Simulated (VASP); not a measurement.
# Ca3FeRhO6: structure and properties in VASP, part 6 of 9

What structure does Ca3FeRhO6 take at this level, and what are its properties? The start is a cell from a database of measured crystal structures.

VASP 6.6.1; PBEsol, DFT+U (Fe d 3 eV, Rh d 3 eV), spin-polarised from a ferromagnetic start; plane waves and PAW (Ca_sv, Fe, Rh_pv, O).

Still holding for the runs below: The magnetic state follows from one typed start and may not be the lowest.

So far, gap on the k-mesh (eV): 1.33 in steps 2, 3 and 4. The relaxed cell has a = 9.106, c = 10.707 Å (conventional setting).

**6. Density of states (PBEsol + U)**

A density of states needs more k-points than a total energy; ISMEAR = -5 takes tetrahedra, and LORBIT projects the states on the PAW spheres. The mesh is finer than in the run before.

INCAR reads:

```
SYSTEM = Ca3FeRhO6
PREC = Accurate
ENCUT = 520
EDIFF = 1E-06
NELM = 100
ISMEAR = -5
SIGMA = 0.05
LREAL = Auto
ALGO = Fast
GGA = PS
NBANDS = 154
ISPIN = 2
MAGMOM = 0.006 0.006 0.006 0.006 0.006 0.006 4.072 4.072 0.079 0.079 0.111 0.111 0.111 0.111 0.111 0.111 0.111 0.111 0.111 0.111 0.111 0.111
LDAU = .TRUE.
LDAUTYPE = 2
LDAUL = -1 2 2 -1
LDAUU = 0 3 3 0
LDAUJ = 0 0 0 0
LDAUPRINT = 1
LASPH = .TRUE.
LMAXMIX = 4
LORBIT = 11
LWAVE = .FALSE.
LCHARG = .FALSE.
KPAR = 8
NEDOS = 2001
```

POSCAR reads:

```
Ca3FeRhO6
1.0
    4.5530437484      2.6287010338      3.5690670341
   -4.5530437484      2.6287010338      3.5690670341
    0.0000000000     -5.2574020675      3.5690670341
Ca Fe Rh O
6 2 2 12
Direct
    0.6187243910      0.8812756090      0.2500000000
    0.2500000000      0.6187243910      0.8812756090
    0.8812756090      0.2500000000      0.6187243910
    0.3812756090      0.1187243910      0.7500000000
    0.7500000000      0.3812756090      0.1187243910
    0.1187243910      0.7500000000      0.3812756090
    0.2500000000      0.2500000000      0.2500000000
    0.7500000000      0.7500000000      0.7500000000
    0.0000000000      0.0000000000      0.0000000000
    0.5000000000      0.5000000000      0.5000000000
    0.2992439191      0.9623634048      0.0994323076
    0.0994323076      0.2992439191      0.9623634048
    0.9623634048      0.0994323076      0.2992439191
    0.4005676924      0.5376365952      0.2007560809
    0.5376365952      0.2007560809      0.4005676924
    0.2007560809      0.4005676924      0.5376365952
    0.7007560809      0.0376365952      0.9005676924
    0.9005676924      0.7007560809      0.0376365952
    0.0376365952      0.9005676924      0.7007560809
    0.5994323076      0.4623634048      0.7992439191
    0.4623634048      0.7992439191      0.5994323076
    0.7992439191      0.5994323076      0.4623634048
```

KPOINTS reads:

```
Automatic mesh
0
Gamma
5 5 5
0 0 0
```

The projector-augmented-wave data sets are Ca_sv, Fe, Rh_pv and O (PBE family, release 64).

The run is started by

```bash
mpirun -np 8 vasp_std
```

The program printed:

```text
[... set-up lines as in an earlier step ...]
 entering main loop
       N       E                     dE             d eps       ncg     rms          rms(c)
DAV:   1     0.222369058110E+04    0.22237E+04   -0.82303E+04 11744   0.124E+03
DAV:   2     0.824531937986E+02   -0.21412E+04   -0.19567E+04 11872   0.405E+02
DAV:   3    -0.160180342812E+03   -0.24263E+03   -0.22517E+03 12824   0.140E+02
DAV:   4    -0.176273596370E+03   -0.16093E+02   -0.15744E+02 17056   0.346E+01
DAV:   5    -0.177518276044E+03   -0.12447E+01   -0.12354E+01 19688   0.781E+00    0.562E+01
RMM:   6    -0.154579058899E+03    0.22939E+02   -0.11555E+02 14799   0.287E+01    0.771E+01
RMM:   7    -0.150172358587E+03    0.44067E+01   -0.19100E+01 13670   0.133E+01    0.305E+01
RMM:   8    -0.149742571791E+03    0.42979E+00   -0.27816E+00 15778   0.444E+00    0.197E+01
RMM:   9    -0.149879623737E+03   -0.13705E+00   -0.13623E+00 16034   0.280E+00    0.100E+01
RMM:  10    -0.149701404132E+03    0.17822E+00   -0.51778E-01 16658   0.226E+00    0.211E+00
RMM:  11    -0.149674615288E+03    0.26789E-01   -0.11619E-01 17599   0.893E-01    0.887E-01
WARNING in EDDRMM: call to ZHEGV failed, returncode =   8  4    126
RMM:  12    -0.149679287771E+03   -0.46725E-02   -0.23258E-02 19617   0.379E-01    0.391E-01
RMM:  13    -0.149681329141E+03   -0.20414E-02   -0.80777E-03 20739   0.197E-01    0.274E-01
RMM:  14    -0.149681899307E+03   -0.57017E-03   -0.24658E-03 21070   0.108E-01    0.107E-01
WARNING in EDDRMM: call to ZHEGV failed, returncode =   8  4    100
RMM:  15    -0.149682035848E+03   -0.13654E-03   -0.80420E-04 22226   0.602E-02    0.420E-02
WARNING in EDDRMM: call to ZHEGV failed, returncode =   8  4    115
RMM:  16    -0.149682073834E+03   -0.37986E-04   -0.28562E-04 22558   0.357E-02    0.293E-02
WARNING in EDDRMM: call to ZHEGV failed, returncode =   6  3     98
WARNING in EDDRMM: call to ZHEGV failed, returncode =   8  4    102
WARNING in EDDRMM: call to ZHEGV failed, returncode =   6  3    120
WARNING in EDDRMM: call to ZHEGV failed, returncode =   6  3    123
RMM:  17    -0.149682089895E+03   -0.16061E-04   -0.10090E-04 22276   0.203E-02    0.234E-02
RMM:  18    -0.149682096357E+03   -0.64616E-05   -0.36126E-05 21537   0.138E-02    0.766E-03
WARNING in EDDRMM: call to ZHEGV failed, returncode =   6  3    115
WARNING in EDDRMM: call to ZHEGV failed, returncode =   6  3    126
WARNING in EDDRMM: call to ZHEGV failed, returncode =   6  3    136
RMM:  19    -0.149682098607E+03   -0.22508E-05   -0.15144E-05 20090   0.861E-03    0.526E-03
WARNING in EDDRMM: call to ZHEGV failed, returncode =   8  4    126
WARNING in EDDRMM: call to ZHEGV failed, returncode =   6  3    124
RMM:  20    -0.149682099844E+03   -0.12365E-05   -0.64666E-06 16641   0.531E-03    0.213E-03
WARNING in EDDRMM: call to ZHEGV failed, returncode =   6  3    111
RMM:  21    -0.149682100720E+03   -0.87562E-06   -0.29949E-06 13363   0.363E-03
   1 F= -.14968210E+03 E0= -.14968210E+03  d E =0.000000E+00  mag=    10.0000
```

The job ended after 8.6 min (8 MPI ranks of Intel Xeon 6975P-C (Granite Rapids), shared host; peak memory 8.5 GiB).

Parts of OUTCAR (step 6):

```text
   k-points           NKPTS =     19   k-points in BZ     NKDIM =     19   number of bands    NBANDS=    154

   NELECT =     178.0000    total number of electrons

atom =   7  type =  2  l = 2

 onsite density matrix

spin component  1

  0.9769 -0.0000  0.0000 -0.0088 -0.0000
 -0.0000  1.0177  0.0000  0.0000 -0.0088
  0.0000  0.0000  0.9788  0.0000 -0.0000
 -0.0088  0.0000  0.0000  1.0177 -0.0000
 -0.0000 -0.0088 -0.0000 -0.0000  0.9769

spin component  2

  0.1345  0.0000 -0.0000 -0.0257  0.0000
  0.0000  0.2717 -0.0000 -0.0000 -0.0257
 -0.0000 -0.0000  0.1208 -0.0000 -0.0000
 -0.0257 -0.0000 -0.0000  0.2717 -0.0000
  0.0000 -0.0257 -0.0000 -0.0000  0.1345

 occupancies and eigenvectors

  o =  0.1208  v =  0.0000  0.0000  0.0000  0.0000  0.0000  0.0000  0.0000  1.0000  0.0000  0.0000      0.0000  0.0000  0.0000  0.0000  0.0000  0.0000  0.0000  0.0000  0.0000  0.0000
  o =  0.1298  v =  0.0000  0.0000  0.0000  0.0000  0.0000  0.0000  0.1783 -0.0000 -0.0000  0.9840      0.0000  0.0000  0.0000  0.0000  0.0000  0.0000  0.0000  0.0000  0.0000  0.0000
  o =  0.1298  v =  0.0000  0.0000  0.0000  0.0000  0.0000 -0.9840  0.0000 -0.0000 -0.1783  0.0000      0.0000  0.0000  0.0000  0.0000  0.0000  0.0000  0.0000  0.0000  0.0000  0.0000
  o =  0.2763  v =  0.0000  0.0000  0.0000  0.0000  0.0000 -0.1783 -0.0000  0.0000  0.9840 -0.0000      0.0000  0.0000  0.0000  0.0000  0.0000  0.0000  0.0000  0.0000  0.0000  0.0000
  o =  0.2763  v =  0.0000  0.0000  0.0000  0.0000  0.0000  0.0000  0.9840 -0.0000 -0.0000 -0.1783      0.0000  0.0000  0.0000  0.0000  0.0000  0.0000  0.0000  0.0000  0.0000  0.0000
  o =  0.9751  v =  0.0000 -0.2022 -0.0000  0.0000 -0.9794  0.0000  0.0000  0.0000  0.0000  0.0000      0.0000  0.0000  0.0000  0.0000  0.0000  0.0000  0.0000  0.0000  0.0000  0.0000
  o =  0.9751  v = -0.9794 -0.0000  0.0000 -0.2022 -0.0000  0.0000  0.0000  0.0000  0.0000  0.0000      0.0000  0.0000  0.0000  0.0000  0.0000  0.0000  0.0000  0.0000  0.0000  0.0000
  o =  0.9788  v =  0.0000 -0.0000  1.0000  0.0000 -0.0000  0.0000  0.0000  0.0000  0.0000  0.0000      0.0000  0.0000  0.0000  0.0000  0.0000  0.0000  0.0000  0.0000  0.0000  0.0000
  o =  1.0195  v =  0.2022 -0.0000  0.0000 -0.9794 -0.0000  0.0000  0.0000  0.0000  0.0000  0.0000      0.0000  0.0000  0.0000  0.0000  0.0000  0.0000  0.0000  0.0000  0.0000  0.0000
  o =  1.0195  v =  0.0000  0.9794  0.0000 -0.0000 -0.2022  0.0000  0.0000  0.0000  0.0000  0.0000      0.0000  0.0000  0.0000  0.0000  0.0000  0.0000  0.0000  0.0000  0.0000  0.0000

atom =   8  type =  2  l = 2

 onsite density matrix

spin component  1

  0.9769 -0.0000  0.0000 -0.0088 -0.0000
 -0.0000  1.0177  0.0000  0.0000 -0.0088
  0.0000  0.0000  0.9788  0.0000 -0.0000
 -0.0088  0.0000  0.0000  1.0177  0.0000
 -0.0000 -0.0088 -0.0000  0.0000  0.9769

spin component  2

  0.1345  0.0000 -0.0000 -0.0257 -0.0000
  0.0000  0.2717 -0.0000  0.0000 -0.0257
 -0.0000 -0.0000  0.1208 -0.0000 -0.0000
 -0.0257  0.0000 -0.0000  0.2717  0.0000
 -0.0000 -0.0257 -0.0000  0.0000  0.1345

 occupancies and eigenvectors

  o =  0.1208  v =  0.0000  0.0000  0.0000  0.0000  0.0000  0.0000  0.0000  1.0000 -0.0000  0.0000      0.0000  0.0000  0.0000  0.0000  0.0000  0.0000  0.0000  0.0000  0.0000  0.0000
  o =  0.1298  v =  0.0000  0.0000  0.0000  0.0000  0.0000  0.0000 -0.1783  0.0000 -0.0000 -0.9840      0.0000  0.0000  0.0000  0.0000  0.0000  0.0000  0.0000  0.0000  0.0000  0.0000
  o =  0.1298  v =  0.0000  0.0000  0.0000  0.0000  0.0000 -0.9840  0.0000 -0.0000 -0.1783 -0.0000      0.0000  0.0000  0.0000  0.0000  0.0000  0.0000  0.0000  0.0000  0.0000  0.0000
  o =  0.2763  v =  0.0000  0.0000  0.0000  0.0000  0.0000 -0.1783 -0.0000  0.0000  0.9840  0.0000      0.0000  0.0000  0.0000  0.0000  0.0000  0.0000  0.0000  0.0000  0.0000  0.0000
  o =  0.2763  v =  0.0000  0.0000  0.0000  0.0000  0.0000  0.0000  0.9840 -0.0000  0.0000 -0.1783      0.0000  0.0000  0.0000  0.0000  0.0000  0.0000  0.0000  0.0000  0.0000  0.0000
[...]
o =  0.8689  v =  0.0000  0.0000  0.0000  0.0000  0.0000  0.0000 -0.0000  1.0000  0.0000  0.0000      0.0000  0.0000  0.0000  0.0000  0.0000  0.0000  0.0000  0.0000  0.0000  0.0000
  o =  0.9054  v =  0.0000  0.0000  0.0000  0.0000  0.0000 -0.6888  0.3348  0.0000  0.4322  0.4761      0.0000  0.0000  0.0000  0.0000  0.0000  0.0000  0.0000  0.0000  0.0000  0.0000
  o =  0.9054  v =  0.0000  0.0000  0.0000  0.0000  0.0000  0.4761 -0.4322 -0.0000  0.3348  0.6888      0.0000  0.0000  0.0000  0.0000  0.0000  0.0000  0.0000  0.0000  0.0000  0.0000
  o =  0.9210  v = -0.6990  0.3214 -0.0000  0.4161  0.4847  0.0000  0.0000  0.0000  0.0000  0.0000      0.0000  0.0000  0.0000  0.0000  0.0000  0.0000  0.0000  0.0000  0.0000  0.0000
  o =  0.9210  v =  0.4847 -0.4161  0.0000  0.3214  0.6990  0.0000  0.0000  0.0000  0.0000  0.0000      0.0000  0.0000  0.0000  0.0000  0.0000  0.0000  0.0000  0.0000  0.0000  0.0000
  o =  0.9324  v = -0.0000  0.0000  1.0000 -0.0000 -0.0000  0.0000  0.0000  0.0000  0.0000  0.0000      0.0000  0.0000  0.0000  0.0000  0.0000  0.0000  0.0000  0.0000  0.0000  0.0000

 E-fermi :   4.7108

 k-point     2 :       0.2000   -0.0000   -0.0000
  band No.  band energies     occupation
    ...
     90       3.8183      1.00000
     91       3.8985      1.00000
     92       4.3287      1.00000
     93       4.5331      1.00000
     94       4.5337      1.00000
     95       7.7261      0.00000
     96       7.7357      0.00000
     97       7.8175      0.00000
     98       7.8419      0.00000
     99       8.5658      0.00000
    ...

 k-point     3 :       0.4000   -0.0000   -0.0000
  band No.  band energies     occupation
    ...
     90       4.0288      1.00000
     91       4.2236      1.00000
     92       4.2294      1.00000
     93       4.4143      1.00000
     94       4.4437      1.00000
     95       7.7476      0.00000
     96       7.7510      0.00000
     97       7.8533      0.00000
     98       7.8759      0.00000
     99       9.2057      0.00000
    ...

  Total       -0.0496650     -0.0496650     -0.1163515      0.0000000     -0.0000000      0.0000000
  in kB       -0.3104644     -0.3104644     -0.7273332      0.0000000     -0.0000000      0.0000000
  external PRESSURE =      -0.4494207 kB  Pullay stress =       0.0000000 kB

 POSITION                                       TOTAL-FORCE (eV/Angst)
 -----------------------------------------------------------------------------------
     -1.19541      2.62870      6.24587        -0.002692     -0.000000      0.000000
     -1.67882     -2.34960      6.24587         0.001346     -0.002331      0.000000
      2.87423     -0.27910      6.24587         0.001346      0.002331      0.000000
      1.19541     -2.62870      4.46133         0.002692     -0.000000      0.000000
      1.67882      2.34960      4.46133        -0.001346      0.002331      0.000000
     -2.87423      0.27910      4.46133        -0.001346     -0.002331      0.000000
      0.00000      0.00000      2.67680         0.000000     -0.000000      0.000000
      0.00000      0.00000      8.03040         0.000000     -0.000000      0.000000
      0.00000      0.00000      0.00000         0.000000     -0.000000      0.000000
      0.00000      0.00000      5.35360         0.000000     -0.000000      0.000000
     -3.01921      2.79363      4.85764         0.003233     -0.005808     -0.001072
     -0.90975     -4.01153      4.85764         0.003413      0.005704     -0.001072
      3.92896      1.21790      4.85764        -0.006646      0.000104     -0.001072
     -0.62408      1.41080      4.06503        -0.006646     -0.000104      0.001072
      1.53383     -0.16493      4.06503         0.003233      0.005808      0.001072
     -0.90975     -1.24587      4.06503         0.003413     -0.005704      0.001072
      3.01921     -2.79363      5.84956        -0.003233      0.005808      0.001072
      0.90975      4.01153      5.84956        -0.003413     -0.005704      0.001072
     -3.92896     -1.21790      5.84956         0.006646     -0.000104      0.001072
      0.62408     -1.41080      6.64218         0.006646      0.000104     -0.001072
     -1.53383      0.16493      6.64218        -0.003233     -0.005808     -0.001072
      0.90975      1.24587      6.64218        -0.003413      0.005704     -0.001072
 -----------------------------------------------------------------------------------
    total drift:                                0.000000     -0.000000      0.000000

  FREE ENERGIE OF THE ION-ELECTRON SYSTEM (eV)
  ---------------------------------------------------
  free  energy   TOTEN  =      -149.6821007195 eV

  energy  without entropy=     -149.6821007195  energy(sigma->0) =     -149.68210072

[... 15 parts as in an earlier step ...]

[... 11 further parts left out ...]
```

Numbers from this step:

* irreducible k-points: 19
* free energy (TOTEN): -149.6821 eV
* Fermi energy: 4.711 eV
* pressure: -0.04494 GPa
* valence top at k: 0, 0, 0
* gap on the k-mesh: 1.329 eV

The density of states has structure finer than the step of the table below, so its rows give means over 1 eV, whole bins alone (the curve runs from -12.0 to 4.84 eV). Peaks (eV: height): total down -5.1: 15.3, 1.4: 21.2, 2.3: 15.6, 3.2: 15.7; total up -6.4: 18.0, -6.2: 35.7, -4.9: 16.7, 3.1: 16.3; O p up -4.9: 6.34, -2.1: 6.00, -1.6: 7.36, -1.4: 6.39; O p down -5.1: 5.83, -3.5: 6.34, -2.6: 5.96, -2.0: 7.49; Fe d up -6.4: 11.6, -6.2: 25.9.

States under -12.0 eV and over 4.8 eV are left out. Table of density of states by energy, zero at the valence-band top; means over each step; 7 of 17 lines; values in states/eV/cell:

```tsv
energy (eV)	total down	total up	O p up	O p down	Fe d up	Fe d down	Rh d up
-8	0	5.8e-5	1.2e-5	0	0	0	1.0e-5
-7	7.7e-4	2.91	0.536	2.5e-4	1.44	2.4e-5	0.337
-6	2.48	9.17	1.60	0.827	5.25	0.0440	0.580
-5	9.34	8.25	3.01	3.64	0.775	0.177	2.20
-4	6.32	5.27	2.29	3.20	0.613	0.330	0.421
-3	8.02	7.99	4.25	4.37	0.556	0.555	0.307
-2	8.81	8.22	5.03	5.36	0.391	0.421	0.303
-1	5.38	7.34	3.32	1.98	0.617	0.197	1.84
0	1.62	2.83	1.09	0.545	0.192	0.0474	1.08
1	2.44	0	0	0.221	0	1.87	0
2	7.52	0	0	0.987	0	5.49	0
3	3.99	4.00	0.975	0.972	0.00370	0.0934	2.19
4	0.166	0.566	0.0472	0.0211	0.00643	0.00389	0.00730
```

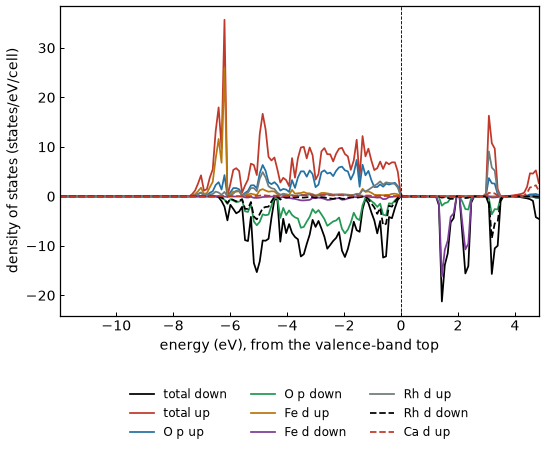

Density of states against energy. Down spins are drawn negative.

The gap on this mesh is 1.33 eV. In the top eV of the valence band the largest shares in the PAW spheres are Rh d 43 % and O p 34 %. The rest lies in smaller channels or between the spheres.

(Continued in part 7 of 9.)

[Lines on the potential files, build, host, timing and source positions are cut from VASP's logs without a mark.]

[Logs are printed without paths, hosts, clocks, repeated set-up lines and the standing remarks that a program may print on its own settings, such as how far it seeks lower states.]

[Hosts, paths, dates, database ids (printed as entryN), source tags and the programs' standing remarks are cut or masked in the printed files.]

[A measured line is paired with the nearest computed mode of its activity, which favours agreement.]
